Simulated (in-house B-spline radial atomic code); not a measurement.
# Sn²⁺ in a hard spherical wall

Wanted: the cost of confining Sn²⁺, radius by radius. More than one configuration is followed.

Program: in-house B-spline radial atomic code version 1. Level of theory: scalar-relativistic (spin-free one-electron X2C) Hartree-Fock, spin-polarised, average of configuration, Fermi nucleus, basis-set limit. These are calculated values, not measurements, unless marked.

## Step 1: Starting point

* element: tin (Z = 50)
* charge: +2
* electrons: 48
* configuration: [Kr] 4d10 5s2
* Hamiltonian: scalar-relativistic (X2C)
* nucleus: Fermi, rms radius 4.652 fm

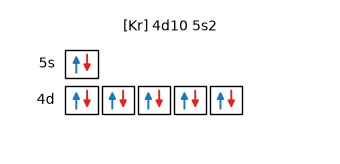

The shells outside the core, filled by Hund's rule for the drawing.

Where spins are not typed, each open shell is filled with up spins first.

## Step 2: Reference run without a wall

Settings of the run:

```ini
Z = 50
electrons = 48.0
configuration = [Kr] 4d10 5s2
hamiltonian = x2c
method = hf
spin_polarised = True
nucleus = fermi
rms_radius = 4.6519
mass_number = 120
atomic_mass = 119.902202557
speed_of_light = 137.035999084
```

Main fields of the result record, rounded:

```text
{
  "status": "converged",
  "scf [iteration, energy, orbital gradient]": [
    [1, -6166.40009169, 0.509],
    [2, -6170.70246678, 0.281],
    [3, -6172.93526085, 0.0696],
    [4, -6173.06800351, 0.0216],
    [5, -6173.0761494, 0.00801],
    [6, -6173.07821969, 0.00144],
    [7, -6173.07828015, 0.000502],
    [8, -6173.07828769, 6.74e-05],
    [9, -6173.07828781, 3.19e-06],
    [10, -6173.07828781, 3.48e-07]
  ],
  "energy [hartree]": {"total": -6173.07828781, "kinetic": 6502.45218696, "nuclear": -14961.5484971, "coulomb": 2449.58989691, "exact_exchange": -163.57187457},
  "orbitals [hartree, bohr; up spins, the down spins are equal]": [
    ["name", "occ", "eps", "<r>", "<r^2>", "<1/r>", "r_max"],
    ["1s up", 1.0, -1079.1017, 0.028467, 0.0011072, 55.494, 0.018089],
    ["2s up", 1.0, -166.86697, 0.12482, 0.018439, 12.606, 0.10585],
    ["2p up", 3.0, -149.68969, 0.10936, 0.014621, 11.697, 0.084688],
    ["3s up", 1.0, -34.189696, 0.33732, 0.1302, 4.4271, 0.30674],
    ["3p up", 3.0, -28.422272, 0.33599, 0.13104, 4.1335, 0.30048],
    ["3d up", 5.0, -19.531393, 0.31353, 0.11649, 3.8723, 0.25117],
    ["4s up", 1.0, -6.5237547, 0.82202, 0.76342, 1.6922, 0.7467],
    ["4p up", 3.0, -4.6884988, 0.88968, 0.90315, 1.5227, 0.79011],
    ["4d up", 5.0, -1.9464068, 1.0831, 1.3815, 1.2191, 0.88753],
    ["5s up", 1.0, -1.0576067, 2.2836, 5.8712, 0.56015, 1.9927]
  ],
  "sum_r [bohr^k]": {"-1": 304.59, "1": 29.1694, "2": 34.84124},
  "specific_mass_shift [hartree m_e]": -1967.055
}
```

Run time: 0.12 s. Hardware: 1 thread, shared host.

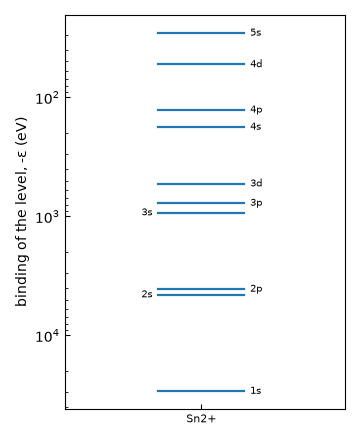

Orbital energies of this run on a logarithmic scale (up spins).

## Step 3: Wall at 5.84 bohr, configuration [Kr] 4d10 5s2

Changes to the settings of step 2:

```diff
@@ -11 +11,2 @@
 speed_of_light = 137.035999084
+wall_radius = 5.84
```

Result record:

```text
{
  "status": "converged",
  "iterations": 10,
  "energy [hartree]": {"total": -6173.07523023, "kinetic": 6502.48861652, "nuclear": -14961.7691084, "coulomb": 2449.78096222, "exact_exchange": -163.575700607},
  "orbitals [hartree, bohr; up spins, the down spins are equal]": [
    ["name", "occ", "eps", "<r>"],
    ["1s up", 1.0, -1079.0975, 0.028467],
    ["2s up", 1.0, -166.86291, 0.12482],
    ["2p up", 3.0, -149.68558, 0.10936],
    ["3s up", 1.0, -34.18569, 0.33732],
    ["3p up", 3.0, -28.418215, 0.33599],
    ["3d up", 5.0, -19.527315, 0.31354],
    ["4s up", 1.0, -6.5198897, 0.82201],
    ["4p up", 3.0, -4.684525, 0.88971],
    ["4d up", 5.0, -1.9425265, 1.0833],
    ["5s up", 1.0, -1.0547942, 2.2641]
  ],
  "sum_r [bohr^k]": {"-1": 304.5944, "1": 29.13235, "2": 34.58267},
  "energy_minus_base [hartree]": 0.0030575816
}
```

Wall time 0.09 s (1 thread, shared host).

energy_minus_base is the energy less that of the reference run.

## Step 4: Wall at 2.9 bohr, configuration [Kr] 4d10 5s2

Changes to the settings of step 3:

```diff
@@ -11,2 +11,2 @@
 speed_of_light = 137.035999084
-wall_radius = 5.84
+wall_radius = 2.9
```

Result record:

```text
{
  "status": "converged",
  "iterations": 9,
  "energy [hartree]": {"total": -6172.11894248, "kinetic": 6507.44122727, "nuclear": -14978.844528, "coulomb": 2463.24931819, "exact_exchange": -163.964959915},
  "orbitals [hartree, bohr; up spins, the down spins are equal]": [
    ["name", "occ", "eps", "<r>"],
    ["1s up", 1.0, -1078.7749, 0.028467],
    ["2s up", 1.0, -166.55344, 0.12482],
    ["2p up", 3.0, -149.37182, 0.10936],
    ["3s up", 1.0, -33.89066, 0.33731],
    ["3p up", 3.0, -28.118165, 0.33606],
    ["3d up", 5.0, -19.225135, 0.31364],
    ["4s up", 1.0, -6.2672313, 0.82277],
    ["4p up", 3.0, -4.4285034, 0.89364],
    ["4d up", 5.0, -1.6955008, 1.0713],
    ["5s up", 1.0, -0.57245479, 1.7189]
  ],
  "sum_r [bohr^k]": {"-1": 304.9382, "1": 27.94805, "2": 29.0488},
  "energy_minus_base [hartree]": 0.959345327
}
```

Run time: 0.08 s. Hardware: 1 thread, shared host.

## Step 5: Wall at 1.41 bohr, configuration [Kr] 4d10 5s2

Changes to the settings of step 4:

```diff
@@ -11,2 +11,2 @@
 speed_of_light = 137.035999084
-wall_radius = 2.9
+wall_radius = 1.41
```

Result record:

```text
{
  "status": "converged",
  "iterations": 8,
  "energy [hartree]": {"total": -6128.61957873, "kinetic": 6668.55779993, "nuclear": -15282.1894681, "coulomb": 2656.42466225, "exact_exchange": -171.412572834},
  "orbitals [hartree, bohr; up spins, the down spins are equal]": [
    ["name", "occ", "eps", "<r>"],
    ["1s up", 1.0, -1072.9382, 0.028468],
    ["2s up", 1.0, -161.09488, 0.12492],
    ["2p up", 3.0, -143.83164, 0.1095],
    ["3s up", 1.0, -29.292185, 0.34017],
    ["3p up", 3.0, -23.479894, 0.3404],
    ["3d up", 5.0, -14.498649, 0.31983],
    ["4s up", 1.0, -3.0128983, 0.76482],
    ["4p up", 3.0, -0.97229813, 0.78712],
    ["4d up", 5.0, 2.2844209, 0.80449],
    ["5s up", 1.0, 10.457025, 0.85443]
  ],
  "sum_r [bohr^k]": {"-1": 311.0296, "1": 22.89094, "2": 16.61699},
  "energy_minus_base [hartree]": 44.4587091
}
```

Run time: 0.09 s. Hardware: 1 thread, shared host.

## Step 6: Wall at 5.84 bohr, configuration [Ar] 3d10 4s2 4p5 4d10 5s2 5d1

Settings of the run:

```ini
Z = 50
electrons = 48.0
configuration = [Ar] 3d10 4s2 4p5 4d10 5s2 5d1
hamiltonian = x2c
method = hf
spin_polarised = True
nucleus = fermi
rms_radius = 4.6519
mass_number = 120
atomic_mass = 119.902202557
speed_of_light = 137.035999084
wall_radius = 5.84
```

Result record:

```text
{
  "status": "converged",
  "iterations": 11,
  "energy [hartree]": {"total": -6168.93707928, "kinetic": 6498.46379271, "nuclear": -14933.2738237, "coulomb": 2427.77372397, "exact_exchange": -161.900772289},
  "orbitals [hartree, bohr; first row names the columns]": [
    ["name", "occ", "eps", "<r>"],
    ["1s up", 1.0, -1079.6707, 0.028467],
    ["1s down", 1.0, -1079.6482, 0.028466],
    ["2s up", 1.0, -167.38829, 0.12481],
    ["2s down", 1.0, -167.36971, 0.1248],
    ["2p up", 3.0, -150.21886, 0.10935],
    ["2p down", 3.0, -150.18845, 0.10936],
    ["3s up", 1.0, -34.693261, 0.33725],
    ["3s down", 1.0, -34.659961, 0.33722],
    ["3p up", 3.0, -28.926745, 0.3359],
    ["3p down", 3.0, -28.880436, 0.33637],
    ["3d up", 5.0, -20.038106, 0.31336],
    ["3d down", 5.0, -20.010266, 0.31327],
    ["4s up", 1.0, -6.9882552, 0.81488],
    ["4s down", 1.0, -6.7316429, 0.81684],
    ["4p up", 3.0, -5.1344197, 0.87758],
    ["4p down", 2.0, -5.0105233, 0.881],
    ["4d up", 5.0, -2.3400569, 1.0408],
    ["4d down", 5.0, -2.2144654, 1.0576],
    ["5s up", 1.0, -1.2210767, 2.1466],
    ["5s down", 1.0, -1.1929192, 2.1362],
    ["5d up", 1.0, -0.41778794, 3.2182]
  ],
  "sum_r [bohr^k]": {"-1": 304.0255, "1": 30.80636, "2": 42.60854},
  "energy_minus_base [hartree]": 4.14120852
}
```

Wall time 0.12 s (1 thread, shared host).

## Step 7: Wall at 2.9 bohr, configuration [Ar] 3d10 4s2 4p5 4d10 5s2 5d1

Changes to the settings of step 6:

```diff
@@ -11,2 +11,2 @@
 speed_of_light = 137.035999084
-wall_radius = 5.84
+wall_radius = 2.9
```

Result record:

```text
{
  "status": "converged",
  "iterations": 9,
  "energy [hartree]": {"total": -6166.94434242, "kinetic": 6505.98910797, "nuclear": -14960.1816274, "coulomb": 2449.57979246, "exact_exchange": -162.331615503},
  "orbitals [hartree, bohr; first row names the columns]": [
    ["name", "occ", "eps", "<r>"],
    ["1s up", 1.0, -1079.1468, 0.028467],
    ["1s down", 1.0, -1079.1243, 0.028466],
    ["2s up", 1.0, -166.88019, 0.12482],
    ["2s down", 1.0, -166.85365, 0.1248],
    ["2p up", 3.0, -149.70676, 0.10936],
    ["2p down", 3.0, -149.66853, 0.10936],
    ["3s up", 1.0, -34.207748, 0.33731],
    ["3s down", 1.0, -34.170933, 0.33726],
    ["3p up", 3.0, -28.4374, 0.33605],
    ["3p down", 3.0, -28.386971, 0.33648],
    ["3d up", 5.0, -19.548829, 0.31351],
    ["3d down", 5.0, -19.511779, 0.31346],
    ["4s up", 1.0, -6.5722055, 0.81639],
    ["4s down", 1.0, -6.300472, 0.81901],
    ["4p up", 3.0, -4.7189302, 0.88233],
    ["4p down", 2.0, -4.5795481, 0.88689],
    ["4d up", 5.0, -1.9438357, 1.0441],
    ["4d down", 5.0, -1.8023019, 1.0581],
    ["5s up", 1.0, -0.69334493, 1.709],
    ["5s down", 1.0, -0.63095477, 1.7071],
    ["5d up", 1.0, 0.83307858, 1.782]
  ],
  "sum_r [bohr^k]": {"-1": 304.5655, "1": 28.55458, "2": 30.9816},
  "energy_minus_base [hartree]": 6.13394538
}
```

It took 0.1 s on 1 thread, shared host.

## Step 8: Wall at 1.41 bohr, configuration [Ar] 3d10 4s2 4p5 4d10 5s2 5d1

Changes to the settings of step 7:

```diff
@@ -11,2 +11,2 @@
 speed_of_light = 137.035999084
-wall_radius = 2.9
+wall_radius = 1.41
```

Result record:

```text
{
  "status": "converged",
  "iterations": 8,
  "energy [hartree]": {"total": -6113.58454228, "kinetic": 6683.67085437, "nuclear": -15285.0202426, "coulomb": 2657.21744751, "exact_exchange": -169.452601525},
  "orbitals [hartree, bohr; first row names the columns]": [
    ["name", "occ", "eps", "<r>"],
    ["1s up", 1.0, -1072.867, 0.028467],
    ["1s down", 1.0, -1072.8396, 0.028467],
    ["2s up", 1.0, -160.995, 0.12494],
    ["2s down", 1.0, -160.92202, 0.12492],
    ["2p up", 3.0, -143.73867, 0.10952],
    ["2p down", 3.0, -143.65159, 0.10952],
    ["3s up", 1.0, -29.257957, 0.34059],
    ["3s down", 1.0, -29.195928, 0.34044],
    ["3p up", 3.0, -23.448862, 0.34092],
    ["3p down", 3.0, -23.368791, 0.34147],
    ["3d up", 5.0, -14.474467, 0.32029],
    ["3d down", 5.0, -14.3955, 0.32033],
    ["4s up", 1.0, -3.0799563, 0.76465],
    ["4s down", 1.0, -2.7759581, 0.76546],
    ["4p up", 3.0, -1.0393002, 0.78686],
    ["4p down", 2.0, -0.87907408, 0.78705],
    ["4d up", 5.0, 2.2088003, 0.80461],
    ["4d down", 5.0, 2.4015109, 0.80533],
    ["5s up", 1.0, 10.356506, 0.85461],
    ["5s down", 1.0, 10.504084, 0.85435],
    ["5d up", 1.0, 14.051299, 0.80165]
  ],
  "sum_r [bohr^k]": {"-1": 311.0862, "1": 22.92032, "2": 16.72252},
  "energy_minus_base [hartree]": 59.4937455
}
```

Wall time 0.08 s (1 thread, shared host).

## Step 9: Wall at 5.84 bohr, configuration [Kr] 4d10 4f1 5s1

Settings of the run:

```ini
Z = 50
electrons = 48.0
configuration = [Kr] 4d10 4f1 5s1
hamiltonian = x2c
method = hf
spin_polarised = True
nucleus = fermi
rms_radius = 4.6519
mass_number = 120
atomic_mass = 119.902202557
speed_of_light = 137.035999084
wall_radius = 5.84
```

Result record:

```text
{
  "status": "converged",
  "iterations": 10,
  "energy [hartree]": {"total": -6172.19305167, "kinetic": 6501.9477918, "nuclear": -14954.6242506, "coulomb": 2443.84810744, "exact_exchange": -163.364700272},
  "orbitals [hartree, bohr; first row names the columns]": [
    ["name", "occ", "eps", "<r>"],
    ["1s up", 1.0, -1079.2333, 0.028467],
    ["1s down", 1.0, -1079.2286, 0.028467],
    ["2s up", 1.0, -166.9912, 0.12482],
    ["2s down", 1.0, -166.98737, 0.12482],
    ["2p up", 3.0, -149.81423, 0.10936],
    ["2p down", 3.0, -149.81375, 0.10936],
    ["3s up", 1.0, -34.31181, 0.33731],
    ["3s down", 1.0, -34.303416, 0.33737],
    ["3p up", 3.0, -28.544024, 0.33598],
    ["3p down", 3.0, -28.54106, 0.33597],
    ["3d up", 5.0, -19.652994, 0.31352],
    ["3d down", 5.0, -19.652535, 0.31349],
    ["4s up", 1.0, -6.6418756, 0.8219],
    ["4s down", 1.0, -6.6238033, 0.82326],
    ["4p up", 3.0, -4.8060437, 0.8898],
    ["4p down", 3.0, -4.7997536, 0.88729],
    ["4d up", 5.0, -2.0651306, 1.0827],
    ["4d down", 5.0, -2.0521243, 1.0715],
    ["4f up", 1.0, -0.16484956, 3.3068],
    ["5s up", 1.0, -1.1529519, 2.2126]
  ],
  "sum_r [bohr^k]": {"-1": 304.4504, "1": 30.05525, "2": 40.24235},
  "energy_minus_base [hartree]": 0.885236139
}
```

Wall time 0.11 s (1 thread, shared host).

## Step 10: Wall at 2.9 bohr, configuration [Kr] 4d10 4f1 5s1

Changes to the settings of step 9:

```diff
@@ -11,2 +11,2 @@
 speed_of_light = 137.035999084
-wall_radius = 5.84
+wall_radius = 2.9
```

Result record:

```text
{
  "status": "converged",
  "iterations": 10,
  "energy [hartree]": {"total": -6170.93868581, "kinetic": 6505.60236165, "nuclear": -14977.0124009, "coulomb": 2464.24314209, "exact_exchange": -163.771788667},
  "orbitals [hartree, bohr; first row names the columns]": [
    ["name", "occ", "eps", "<r>"],
    ["1s up", 1.0, -1078.795, 0.028467],
    ["1s down", 1.0, -1078.7865, 0.028467],
    ["2s up", 1.0, -166.55146, 0.12481],
    ["2s down", 1.0, -166.54416, 0.12482],
    ["2p up", 3.0, -149.37209, 0.10936],
    ["2p down", 3.0, -149.37119, 0.10936],
    ["3s up", 1.0, -33.865969, 0.33726],
    ["3s down", 1.0, -33.847602, 0.33735],
    ["3p up", 3.0, -28.09408, 0.336],
    ["3p down", 3.0, -28.085432, 0.33595],
    ["3d up", 5.0, -19.203565, 0.31358],
    ["3d down", 5.0, -19.19861, 0.31346],
    ["4s up", 1.0, -6.231429, 0.82434],
    ["4s down", 1.0, -6.1783572, 0.82592],
    ["4p up", 3.0, -4.3995056, 0.89696],
    ["4p down", 3.0, -4.3622791, 0.89167],
    ["4d up", 5.0, -1.6913885, 1.0812],
    ["4d down", 5.0, -1.6317951, 1.0678],
    ["4f up", 1.0, 0.60184807, 1.551],
    ["5s up", 1.0, -0.58821287, 1.7204]
  ],
  "sum_r [bohr^k]": {"-1": 304.8992, "1": 27.82093, "2": 28.61582},
  "energy_minus_base [hartree]": 2.139602
}
```

Run time: 0.11 s. Hardware: 1 thread, shared host.

## Step 11: Wall at 1.41 bohr, configuration [Kr] 4d10 4f1 5s1

Changes to the settings of step 10:

```diff
@@ -11,2 +11,2 @@
 speed_of_light = 137.035999084
-wall_radius = 2.9
+wall_radius = 1.41
```

Result record:

```text
{
  "status": "converged",
  "iterations": 9,
  "energy [hartree]": {"total": -6133.65709536, "kinetic": 6645.32315975, "nuclear": -15261.7340074, "coulomb": 2653.75831689, "exact_exchange": -171.004564614},
  "orbitals [hartree, bohr; first row names the columns]": [
    ["name", "occ", "eps", "<r>"],
    ["1s up", 1.0, -1073.2433, 0.028467],
    ["1s down", 1.0, -1073.1828, 0.028468],
    ["2s up", 1.0, -161.27291, 0.1249],
    ["2s down", 1.0, -161.20682, 0.12493],
    ["2p up", 3.0, -144.02353, 0.10948],
    ["2p down", 3.0, -143.99589, 0.10948],
    ["3s up", 1.0, -29.35304, 0.33995],
    ["3s down", 1.0, -29.23757, 0.34038],
    ["3p up", 3.0, -23.545809, 0.34015],
    ["3p down", 3.0, -23.478257, 0.3399],
    ["3d up", 5.0, -14.580425, 0.31958],
    ["3d down", 5.0, -14.525896, 0.319],
    ["4s up", 1.0, -3.0402045, 0.76482],
    ["4s down", 1.0, -2.853034, 0.76958],
    ["4p up", 3.0, -1.0071403, 0.78706],
    ["4p down", 3.0, -0.87816463, 0.78739],
    ["4d up", 5.0, 2.2291353, 0.80422],
    ["4d down", 5.0, 2.3580446, 0.80448],
    ["4f up", 1.0, 5.4235936, 0.81365],
    ["5s up", 1.0, 10.444803, 0.85422]
  ],
  "sum_r [bohr^k]": {"-1": 310.6056, "1": 22.8461, "2": 16.48699},
  "energy_minus_base [hartree]": 39.4211924
}
```

Run time: 0.1 s. Hardware: 1 thread, shared host.

## Step 12: Results against the radius

| configuration | radius (bohr) | energy above the free system (eV) | highest level (eV) |
| --- | --- | --- | --- |
| [Kr] 4d10 5s2 | 5.84 | 0.0832 | -28.702 (5s up) |
| [Kr] 4d10 5s2 | 2.9 | 26.105 | -15.577 (5s up) |
| [Kr] 4d10 5s2 | 1.41 | 1209.78 | 284.55 (5s up) |
| [Ar] 3d10 4s2 4p5 4d10 5s2 5d1 | 5.84 | 112.69 | -11.369 (5d up) |
| [Ar] 3d10 4s2 4p5 4d10 5s2 5d1 | 2.9 | 166.91 | 22.669 (5d up) |
| [Ar] 3d10 4s2 4p5 4d10 5s2 5d1 | 1.41 | 1618.91 | 382.36 (5d up) |
| [Kr] 4d10 4f1 5s1 | 5.84 | 24.089 | -4.486 (4f up) |
| [Kr] 4d10 4f1 5s1 | 2.9 | 58.222 | 16.377 (4f up) |
| [Kr] 4d10 4f1 5s1 | 1.41 | 1072.71 | 284.22 (5s up) |

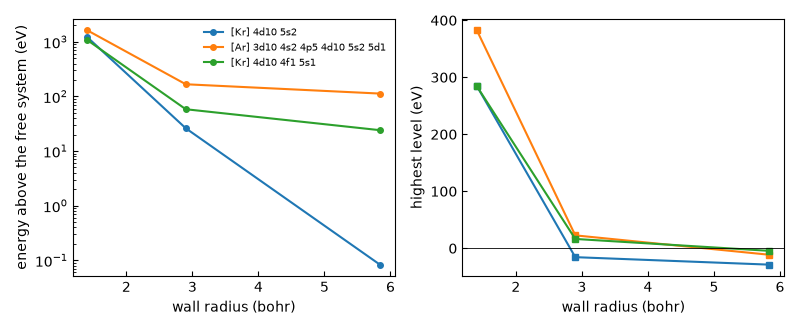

Energy above the free reference (left, logarithmic; it includes the excitation energy of the other configurations) and the highest occupied level (right).

What this shows: For [Kr] 4d10 5s2 the energy above the free reference is 0.0832 eV at 5.84 bohr and 1209.78 eV at 1.41 bohr. Its highest level passes zero between 2.9 and 1.41 bohr; in smaller spheres the level is positive, pushed up by confinement, and the wall keeps the electron in. Of [Kr] 4d10 5s2 and [Ar] 3d10 4s2 4p5 4d10 5s2 5d1, the first stays lower at every radius that both share. At 1.41 bohr the lowest of all 3 is [Kr] 4d10 4f1 5s1. A hard wall is a crude model of an atom's surroundings.
